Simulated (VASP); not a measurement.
Band structure of P$_{2}$Ru (space group Pnnm). Calculation: LDA (Ceperley-Alder, Perdew-Zunger), VASP's LDA PAW potentials (set 64) (plane waves; VASP 6.6.1).

The path is coarsely sampled, so an indirect gap can come out somewhat too large.

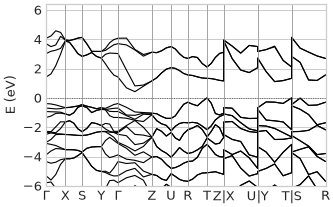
Figure. Bands along high-symmetry lines, zero at the valence-band maximum or, without a gap, the Fermi level

### Question
Read the plot: is there a gap, and where are the band edges?

### Answer
The gap is indirect, 0.43 eV, from the valence maximum at T to the conduction minimum at Γ-Z at 0.50.

The structure comes from a computed database's P2Ru entry; how it stands against other phases isn't given here. The cell was not relaxed at this level.
